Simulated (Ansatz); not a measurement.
**Cu(PH3)(SH) (CuH₄PS): one molecule under many settings**

Aim: run Cu(PH3)(SH) (CuH₄PS) under a spread of inputs, and see what each costs and gives.

The runs use Ansatz 0.2.0, Gaussian basis; the settings change from run to run.

### Step 1. The molecule

The structure was relaxed beforehand with PBE-D4 in a triple-zeta def2 set.

7 atoms, charge 0, spin multiplicity 1.

Atoms are counted from 1 here; the program's logs count them from 0.

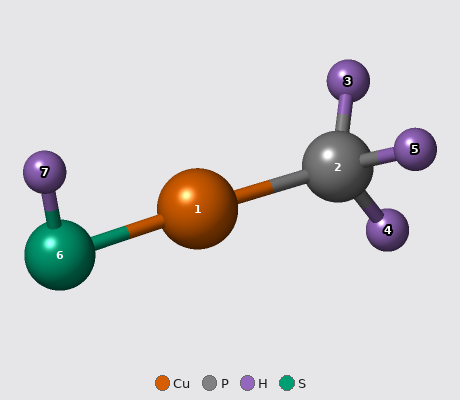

The structure; copper orange, phosphorus grey, hydrogen purple, sulfur teal; atoms are numbered from 1 in the order of the file.

As a file:

```
Cu    0.1592    0.0764   -0.9117
P     0.1490    0.0523    1.2524
H    -0.8560    0.7540    1.9747
H     1.2743    0.5721    1.9489
H     0.0490   -1.1799    1.9570
S     0.2362    0.1208   -3.0462
H    -1.0118   -0.3956   -3.1751
```

### Step 2. r2SCAN50/aug-cc-pVDZ

in.yaml reads:

```yaml
crystal:
  periodic: [false, false, false]
  atoms:
    - {symbol: Cu, position_ang: [0.159206, 0.076364, -0.911747]}
    - {symbol: P, position_ang: [0.149041, 0.052254, 1.252443]}
    - {symbol: H, position_ang: [-0.855985, 0.754026, 1.974745]}
    - {symbol: H, position_ang: [1.274341, 0.572056, 1.948864]}
    - {symbol: H, position_ang: [0.048997, -1.179883, 1.957005]}
    - {symbol: S, position_ang: [0.236186, 0.120808, -3.046198]}
    - {symbol: H, position_ang: [-1.011776, -0.395634, -3.175113]}
basis:
  gaussian: {orbitals: aug-cc-pVDZ}
hamiltonian: {xc: {name: r2SCAN50}}
scf: {omitted_lower_state_checks: [starts]}
output: {forces: true}
```

Launch:

```bash
ansatz run in.yaml --threads 4 --pin off --events-out ev --progress --plain --max-ram 3916MiB
```

The program printed, shortened:

```text
Functional definition: r2SCAN50
  name "r2SCAN50"
  cite "Bursch, Neugebauer, Ehlert & Grimme, J. Chem. Phys. 156, 134105 (2022) doi:10.1063/5.0086040"
  cite "Furness, Kaplan, Ning, Perdew & Sun, J. Phys. Chem. Lett. 11, 8208 (2020) doi:10.1021/acs.jpclett.0c02405"
  cite "Furness, Kaplan, Ning, Perdew & Sun, J. Phys. Chem. Lett. 11, 9248 (2020) doi:10.1021/acs.jpclett.0c03077"
  parent r2scan
[...]
1534 factors; integrals over basis functions are off by at most 1.3e-3 eV
[...]
mean field -64827.81340347 eV, -2382.3782007072 hartree, gradient 2.0e-5 eV, S^2 0.000000; 0 other end points of the search recorded, 0 dependent functions left out
[...]
reference -64827.81342035 eV, -2382.3782013277 hartree; 32, 32 occupied and 117, 117 virtual orbitals, 1534 factors
Total energy: -64827.81342035 eV, -2382.3782013277 hartree
Atom 0 at     0.159206     0.076364    -0.911747 Å, force     0.024040     0.008846    -0.204408 eV/Å
Atom 1 at     0.149041     0.052254     1.252443 Å, force    -0.017059    -0.018119     0.973662 eV/Å
Atom 2 at    -0.855985     0.754026     1.974745 Å, force     0.164399    -0.103649    -0.190208 eV/Å
Atom 3 at     1.274341     0.572056     1.948864 Å, force    -0.171441    -0.077514    -0.166398 eV/Å
Atom 4 at     0.048997    -1.179883     1.957005 Å, force     0.023388     0.196954    -0.189097 eV/Å
Atom 5 at     0.236186     0.120808    -3.046198 Å, force    -0.294871    -0.119165    -0.201276 eV/Å
Atom 6 at    -1.011776    -0.395634    -3.175113 Å, force     0.271543     0.112647    -0.022275 eV/Å
Dipole moment:    -0.141771    -0.070286     1.592820 e Å
Checks for a lower state left out: starts
```

Wall time 4.8 s (4 threads of Arm Neoverse V2, shared host).

Largest force 0.974 eV/Å, dipole 7.69 D.

### Step 3. r2SCAN50/6-31G

This run has density fitting with def2-universal-jkfit, D3(BJ) with three-body dispersion, high accuracy.

Changes to in.yaml since step 2:

```diff
@@ -11,4 +11,5 @@
 basis:
-  gaussian: {orbitals: aug-cc-pVDZ}
-hamiltonian: {xc: {name: r2SCAN50}}
+  gaussian: {orbitals: 6-31G, fitting: {mean_field: def2-universal-jkfit}}
+hamiltonian: {xc: {name: r2SCAN50}, dispersion: d3bjatm}
+accuracy: high
 scf: {omitted_lower_state_checks: [starts]}
```

The command is unchanged.

The program printed, shortened:

```text
Functional definition: r2SCAN50
  name "r2SCAN50"
  cite "Bursch, Neugebauer, Ehlert & Grimme, J. Chem. Phys. 156, 134105 (2022) doi:10.1063/5.0086040"
  cite "Furness, Kaplan, Ning, Perdew & Sun, J. Phys. Chem. Lett. 11, 8208 (2020) doi:10.1021/acs.jpclett.0c02405"
  cite "Furness, Kaplan, Ning, Perdew & Sun, J. Phys. Chem. Lett. 11, 9248 (2020) doi:10.1021/acs.jpclett.0c03077"
  parent r2scan
[...]
592 factors; integrals over basis functions are off by at most 8.2e-2 eV
[...]
mean field -64814.47295867 eV, -2381.8879484035 hartree, gradient 6.3e-8 eV, S^2 0.000000; 0 other end points of the search recorded, 0 dependent functions left out
[...]
reference -64814.47295924 eV, -2381.8879484242 hartree; 32, 32 occupied and 31, 31 virtual orbitals, 592 factors
Total energy: -64814.53354441 eV, -2381.8901748884 hartree
Atom 0 at     0.159206     0.076364    -0.911747 Å, force     0.165664     0.066434    -0.041086 eV/Å
Atom 1 at     0.149041     0.052254     1.252443 Å, force    -0.028307    -0.022195     0.905400 eV/Å
Atom 2 at    -0.855985     0.754026     1.974745 Å, force     0.040987    -0.013863    -0.200765 eV/Å
Atom 3 at     1.274341     0.572056     1.948864 Å, force    -0.036939    -0.014512    -0.183638 eV/Å
Atom 4 at     0.048997    -1.179883     1.957005 Å, force     0.013255     0.044985    -0.202488 eV/Å
Atom 5 at     0.236186     0.120808    -3.046198 Å, force     0.087332     0.037810     0.010990 eV/Å
Atom 6 at    -1.011776    -0.395634    -3.175113 Å, force    -0.241992    -0.098659    -0.288413 eV/Å
Dipole moment:    -0.227391    -0.106570     1.731923 e Å
Checks for a lower state left out: starts
```

Wall time 3.1 s (4 threads of Arm Neoverse V2, shared host).

Largest force 0.906 eV/Å, dipole 8.41 D.

### Step 4. wB97M-V/aug-cc-pVDZ

Set apart from the defaults: charge -1, multiplicity 2, atoms shaken by 0.03 Å.

in.yaml reads:

```yaml
crystal:
  periodic: [false, false, false]
  atoms:
    - {symbol: Cu, position_ang: [0.120282, 0.052071, -0.843472]}
    - {symbol: P, position_ang: [0.158463, 0.068265, 1.302950]}
    - {symbol: H, position_ang: [-0.864396, 0.722807, 1.926359]}
    - {symbol: H, position_ang: [1.278285, 0.507912, 1.921548]}
    - {symbol: H, position_ang: [0.040342, -1.207104, 2.012879]}
    - {symbol: S, position_ang: [0.297572, 0.069926, -3.085930]}
    - {symbol: H, position_ang: [-0.964002, -0.432957, -3.221734]}
basis:
  gaussian: {orbitals: aug-cc-pVDZ}
total_charge: -1
magnetization: {spin_polarized: true, initial_magnetization: 1}
hamiltonian: {xc: {name: wB97M-V}}
scf: {omitted_lower_state_checks: [starts]}
output: {forces: true}
```

Launched as before.

The program printed, shortened:

```text
Functional definition: wB97M-V
  name "wB97M-V"
  cite "Mardirossian & Head-Gordon, J. Chem. Phys. 144, 214110 (2016) doi:10.1063/1.4952647"
  cite "Becke, J. Chem. Phys. 107, 8554 (1997) doi:10.1063/1.475007"
  cite "Vydrov & Van Voorhis, J. Chem. Phys. 133, 244103 (2010) doi:10.1063/1.3521275"
  # Of w^i u^j: cxij and so on, Table III.
[...]
  gx(w, u) = 1 - cx + cx01*u + cx10*w
  gss(w, u) = css00 + css04*u^4 + css10*w + css20*w^2 + css43*w^4*u^3
  gos(w, u) = cos00 + cos10*w + (cos20 + cos21*u)*w^2 + (cos60 + cos61*u)*w^6
[...]
      + integral(e_c_pw_mod_opposite_spin*gos(b97_w_opposite, b97_u_opposite)) + vv10(b, c)
[...]
1535 factors; integrals over basis functions are off by at most 1.2e-3 eV
469 factors; integrals over basis functions are off by at most 3.6e-5 eV
[...]
mean field -64828.59218163 eV, -2382.4068202768 hartree, gradient 1.9e-5 eV, S^2 0.750537; 0 other end points of the search recorded, 0 dependent functions left out
[...]
reference -64828.59223137 eV, -2382.4068221046 hartree; 33, 32 occupied and 116, 117 virtual orbitals, 1535 factors
Total energy: -64828.59223137 eV, -2382.4068221046 hartree
Atom 0 at     0.120282     0.052071    -0.843472 Å, force     0.197553     0.134643    -1.306710 eV/Å
Atom 1 at     0.158463     0.068265     1.302950 Å, force    -0.572930    -1.914905    -0.708452 eV/Å
Atom 2 at    -0.864396     0.722807     1.926359 Å, force    -0.817172     0.840104     0.789639 eV/Å
Atom 3 at     1.278285     0.507912     1.921548 Å, force     1.325682     0.842043     0.903654 eV/Å
Atom 4 at     0.040342    -1.207104     2.012879 Å, force    -0.007997     0.162477    -0.141143 eV/Å
Atom 5 at     0.297572     0.069926    -3.085930 Å, force    -0.323748    -0.140039     0.516868 eV/Å
Atom 6 at    -0.964002    -0.432957    -3.221734 Å, force     0.198612     0.075678    -0.053855 eV/Å
Dipole moment:    -0.075262    -0.017129    -0.843352 e Å
Checks for a lower state left out: starts
```

It took 26 s on 4 threads of Arm Neoverse V2, shared host; peak memory 0.97 GiB.

Largest force 2.121 eV/Å, ⟨S²⟩ 0.751.

### Step 5. BLYP/6-31G

in.yaml reads:

```yaml
crystal:
  periodic: [false, false, false]
  atoms:
    - {symbol: Cu, position_ang: [0.159206, 0.076364, -0.911747]}
    - {symbol: P, position_ang: [0.149041, 0.052254, 1.252443]}
    - {symbol: H, position_ang: [-0.855985, 0.754026, 1.974745]}
    - {symbol: H, position_ang: [1.274341, 0.572056, 1.948864]}
    - {symbol: H, position_ang: [0.048997, -1.179883, 1.957005]}
    - {symbol: S, position_ang: [0.236186, 0.120808, -3.046198]}
    - {symbol: H, position_ang: [-1.011776, -0.395634, -3.175113]}
basis:
  gaussian: {orbitals: 6-31G}
hamiltonian: {xc: {name: BLYP}}
scf: {omitted_lower_state_checks: [starts]}
output: {forces: true}
```

Launched as before.

The program printed, shortened:

```text
Functional definition: BLYP
  name "BLYP"
  cite "Becke, Phys. Rev. A 38, 3098 (1988) doi:10.1103/PhysRevA.38.3098"
  cite "Lee, Yang & Parr, Phys. Rev. B 37, 785 (1988) doi:10.1103/PhysRevB.37.785"
[...]
693 factors; integrals over basis functions are off by at most 2.8e-4 eV
[...]
mean field -64821.74704887 eV, -2382.1552662877 hartree, gradient 6.9e-6 eV, S^2 0.000000; 0 other end points of the search recorded, 0 dependent functions left out
[...]
reference -64821.74739536 eV, -2382.1552790209 hartree; 32, 32 occupied and 31, 31 virtual orbitals, 693 factors
Total energy: -64821.74739536 eV, -2382.1552790209 hartree
Atom 0 at     0.159206     0.076364    -0.911747 Å, force     0.118983     0.046177     0.291807 eV/Å
Atom 1 at     0.149041     0.052254     1.252443 Å, force     0.004583     0.006427    -0.301928 eV/Å
Atom 2 at    -0.855985     0.754026     1.974745 Å, force    -0.417666     0.290692     0.205236 eV/Å
Atom 3 at     1.274341     0.572056     1.948864 Å, force     0.452607     0.209676     0.184442 eV/Å
Atom 4 at     0.048997    -1.179883     1.957005 Å, force    -0.042685    -0.509992     0.199615 eV/Å
Atom 5 at     0.236186     0.120808    -3.046198 Å, force     0.784061     0.327928    -0.253821 eV/Å
Atom 6 at    -1.011776    -0.395634    -3.175113 Å, force    -0.899883    -0.370908    -0.325351 eV/Å
Dipole moment:    -0.196223    -0.090706     1.279180 e Å
Checks for a lower state left out: starts
```

Wall time 0.75 s (4 threads of Arm Neoverse V2, shared host).

Largest force 1.026 eV/Å, dipole 6.23 D.

### Step 6. The runs in one table

```tsv
level	charge	multiplicity	geometry	functions	energy (eV)	time
r2SCAN50/aug-cc-pVDZ	0	1	relaxed	149	-64827.813	4.8 s
r2SCAN50/6-31G	0	1	relaxed	63	-64814.534	3.1 s
wB97M-V/aug-cc-pVDZ	-1	2	shaken	149	-64828.592	26 s
BLYP/6-31G	0	1	relaxed	63	-64821.747	0.75 s
```

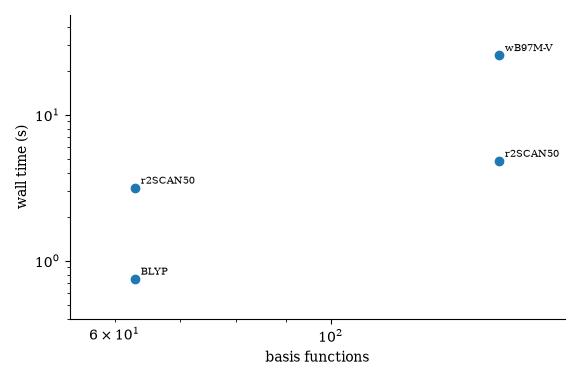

Wall time against the number of basis functions (shared host).

### Step 7. What came out

| quantity | value |
| --- | --- |
| runs | 4 |
| quickest | BLYP/6-31G, 0.75 s |
| slowest | wB97M-V/aug-cc-pVDZ, 26 s |
| spread of total energies, same state and geometry | 13.3 eV |
| dipole, same state and geometry | 6.23 to 8.41 D |

In words: Run time spans a factor of 34, from BLYP/6-31G to wB97M-V/aug-cc-pVDZ. The jobs differ in tasks and options as well as level. The totals spread over 13 eV; they can't be compared across methods or bases. At the PBE-D4/def2-TZVP geometry and in the same state, runs without warnings or point charges leave forces up to 1.03 eV/Å (BLYP/6-31G). At that geometry and state the dipole changes by 35 % between the lowest and highest value.
